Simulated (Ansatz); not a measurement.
System: TaBiO.

Input file:

```
crystal:
  lattice:
    - [6.0343004827, 0.0, 0.0]
    - [0.0, 5.6964750815, 0.0]
    - [-0.0200488862, 0.0, 6.9894913991]
  atoms:
    - { symbol: Ta, position: [0.8631550022, 0.9266460276, 0.8597871498] }
    - { symbol: Ta, position: [0.1368449978, 0.4266460276, 0.6402128502] }
    - { symbol: Ta, position: [0.1368449978, 0.0733539724, 0.1402128502] }
    - { symbol: Ta, position: [0.8631550022, 0.5733539724, 0.3597871498] }
    - { symbol: Bi, position: [0.411164128, 0.7273850108, 0.8992880796] }
    - { symbol: Bi, position: [0.588835872, 0.2273850108, 0.6007119204] }
    - { symbol: Bi, position: [0.588835872, 0.2726149892, 0.1007119204] }
    - { symbol: Bi, position: [0.411164128, 0.7726149892, 0.3992880796] }
    - { symbol: O, position: [0.922011415, 0.7170591936, 0.6346955124] }
    - { symbol: O, position: [0.077988585, 0.2170591936, 0.8653044876] }
    - { symbol: O, position: [0.077988585, 0.2829408064, 0.3653044876] }
    - { symbol: O, position: [0.922011415, 0.7829408064, 0.1346955124] }
basis:
  ecutwfc: 420
kpoints:
  mp_grid: { grid: [6, 6, 6] }
hamiltonian:
  xc: pbe
scf:
  occupations: { method: gaussian, width: 0.01 }
output:
  forces: true
  stress: true
  eigenvalues: true
  write_density: true
  write_potential: true
  elf: true
  volumetric_format: npy
relax:
  adjacent_minimum: "off"
  f_tol: 0.01
  max_steps: 80
  cell: { stress_tol: 0.05 }
```

Launched as:

```sh
ansatz run input.yaml --threads 1 --pin off --max-ram 2560MiB --backend cpu --events-out ev --progress --plain --runs-dir out
```

Below, planes, directions and counts refer to the conventional cell (a = 6.03 Å, b = 5.71 Å, c = 6.98 Å, α = 90.00°, β = 90.13°, γ = 90.00°).

The fields are those of the run's last geometry, not of the input's.

Space group P2₁/c; a generated structure, not necessarily the stable one.

Level of theory: Ansatz, DFT PBE, scalar-relativistic, plane waves, PAW.

Q: What will maps of the valence pseudo-density and electron localisation function show?

A: Ta–O (2.10 Å): the density is about 0.66 e/Å³ at the midpoint; the ELF peaks at about 0.80 in the valence shell of O, 0.6 Å from its nucleus, and drops to about 0.15 between the two atoms (no shared electron pair shows on this line).

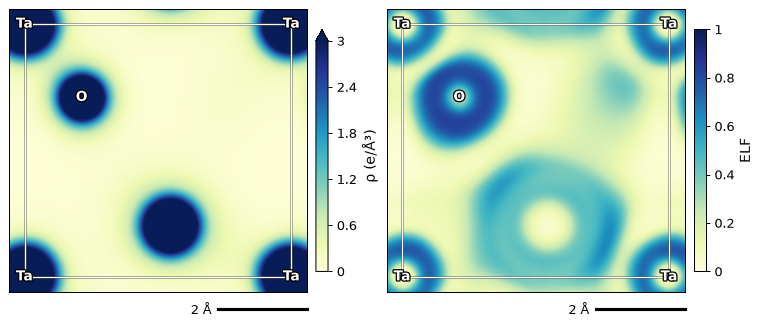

Computed valence pseudo-density and electron localisation function on the (001) plane of the conventional cell, in this order. Atoms just off the plane (Bi, 0.3 Å away) can leave unmarked features too.

Core electrons are frozen (PAW), and the valence fields are smoothed inside the atomic spheres.
